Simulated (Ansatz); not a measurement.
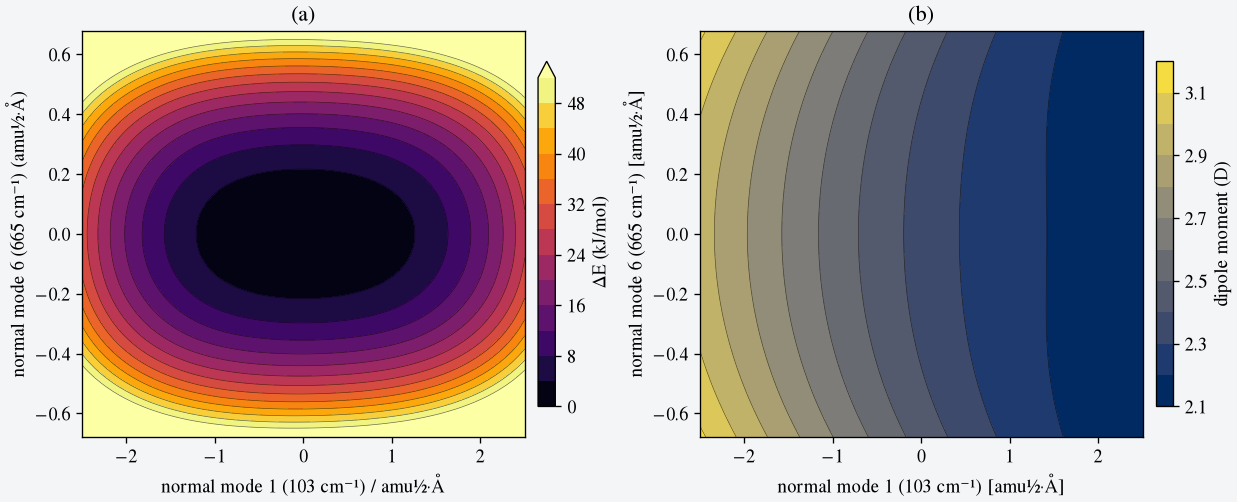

CH3AlOTe, SMILES [TeH][Al]1[CH2][O]1. First axis: normal mode 1 (103 cm⁻¹). Second axis: normal mode 6 (665 cm⁻¹). Nothing is relaxed (straight displacements along the two mass-weighted modes). The scan uses a 9 × 9 grid; 45 points were computed and 36 follow by symmetry. Energies: kJ/mol, counted from the relaxed molecule at the same level. Computed with Ansatz 0.2.0, RKS PBE0-D4/def2-SVP.

Panel (a) is the energy and panel (b) the computed dipole moment on the same grid.

In the figure: filled contours, one colour for all values above the top of the scale. Between grid points the surface is interpolated.

**How does the dipole moment vary over the map, and what is it at the lowest grid point?**

Leaving out the highest fifth of the energies, it runs from 2.15 D at normal mode 1 (103 cm⁻¹) = 2.50 amu½·Å, normal mode 6 (665 cm⁻¹) = −0.51 amu½·Å to 2.99 D at normal mode 1 (103 cm⁻¹) = −2.50 amu½·Å, normal mode 6 (665 cm⁻¹) = −0.34 amu½·Å. At the lowest grid point, normal mode 1 (103 cm⁻¹) = 0.00 amu½·Å, normal mode 6 (665 cm⁻¹) = 0.00 amu½·Å, it is 2.37 D.

| normal mode 6 (665 cm⁻¹) ↓, normal mode 1 (103 cm⁻¹) → | −2.50 | −1.88 | −1.25 | −0.63 | 0.00 | 0.63 | 1.25 | 1.88 | 2.50 |
| --- | --- | --- | --- | --- | --- | --- | --- | --- | --- |
| 0.68 | 3.12 | 2.94 | 2.77 | 2.61 | 2.46 | 2.34 | 2.24 | 2.18 | 2.15 |
| 0.51 | 3.04 | 2.87 | 2.70 | 2.55 | 2.41 | 2.30 | 2.22 | 2.17 | 2.15 |
| 0.34 | 2.99 | 2.82 | 2.65 | 2.51 | 2.38 | 2.28 | 2.21 | 2.17 | 2.16 |
| 0.17 | 2.96 | 2.79 | 2.63 | 2.49 | 2.37 | 2.28 | 2.21 | 2.18 | 2.17 |
| 0.00 | 2.95 | 2.78 | 2.62 | 2.48 | 2.37 | 2.27 | 2.21 | 2.18 | 2.17 |
| −0.17 | 2.96 | 2.79 | 2.63 | 2.49 | 2.37 | 2.28 | 2.21 | 2.18 | 2.17 |
| −0.34 | 2.99 | 2.82 | 2.65 | 2.51 | 2.38 | 2.28 | 2.21 | 2.17 | 2.16 |
| −0.51 | 3.04 | 2.87 | 2.70 | 2.55 | 2.41 | 2.30 | 2.22 | 2.17 | 2.15 |
| −0.68 | 3.12 | 2.94 | 2.77 | 2.61 | 2.46 | 2.34 | 2.24 | 2.18 | 2.15 |
